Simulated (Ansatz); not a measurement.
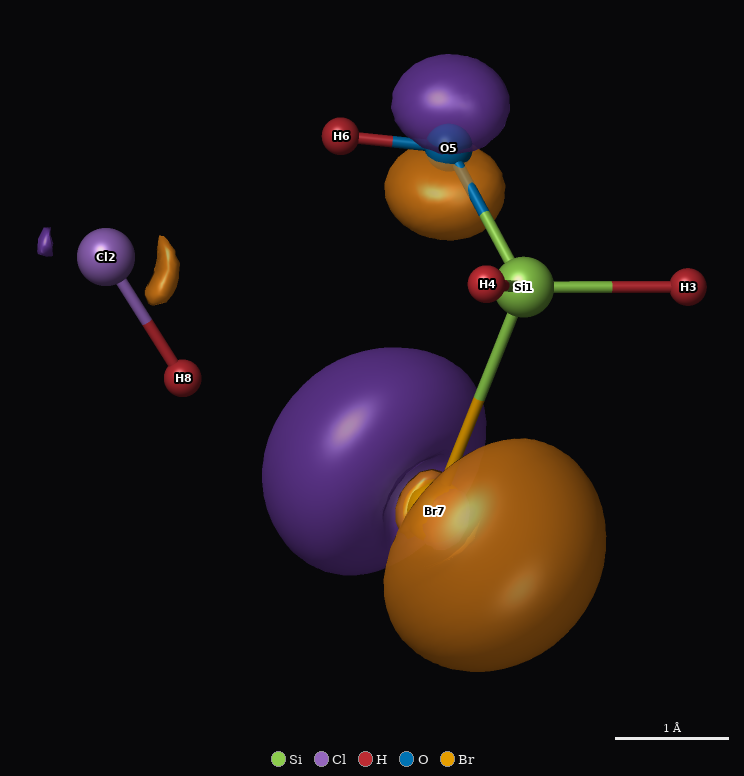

*BrH$_{3}$OSi···HCl. The HOMO−1 at ±0.15 Å⁻³ᐟ² (orange and purple are the two phases), seen at a tilt.*

Theory: Ansatz 0.2.0, RKS PBE0-D4/def2-SVP.

```
atom    x (Å)    y (Å)    z (Å)
  Si   0.4691  -0.3412  -0.4919
  Cl  -0.9853  -0.8327   2.9013
   H   0.9222  -0.4902  -1.8936
   H   0.4122   1.0756  -0.0450
   O  -0.9595  -1.1382  -0.3381
   H  -1.3589  -1.1268   0.5445
  Br   2.0554  -1.2876   0.8090
   H   0.2377  -1.1259   2.5721
```

### Where does this orbital lie, and at what energy?

It lies mainly on Br7 (about 80 %) and O5 (about 10 %); largely a lone pair of Br7. Its energy is −8.83 eV.
